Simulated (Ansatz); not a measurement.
```yaml
atoms:
  - { symbol: W, position_ang: [-0.4310, 0.0000, -0.4310] }
  - { symbol: H, position_ang: [1.3701, -0.0036, 1.8725] }
  - { symbol: H, position_ang: [1.8725, 0.0036, 1.3701] }
  - { symbol: H, position_ang: [0.1554, 1.4886, 0.1653] }
  - { symbol: H, position_ang: [-2.1042, 0.0079, -0.1283] }
  - { symbol: H, position_ang: [0.1653, -1.4886, 0.1554] }
  - { symbol: H, position_ang: [-0.1283, -0.0079, -2.1042] }
```

Core potentials replace the inner electrons of W; not at a stationary point (largest force 1.6 eV/Å).

Method: Ansatz 0.2.0, RKS revPBE/def2-TZVP.

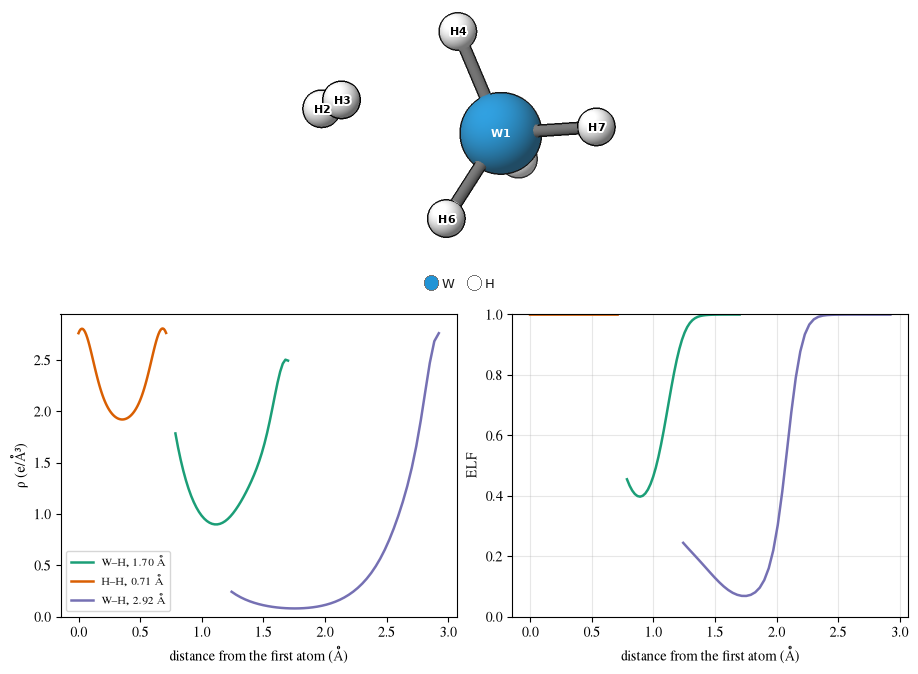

H₄W···H₂. Electron density and ELF along straight lines between neighbouring atoms. The curves leave out the atomic cores. The structure is drawn too.

What can be read from the curves?

Answer. W–H (1.70 Å): the density is about 1.4 e/Å³ at the midpoint; the ELF climbs to about 1 towards the hydrogen.
H–H (0.71 Å): ρ at the midpoint is about 1.9 e/Å³; the ELF peaks at about 1 between the atoms; a covalent bond by its length.
W1···H2 (2.92 Å): the density falls to about 0.08 e/Å³ on the way; the ELF dips to about 0.05 between them.
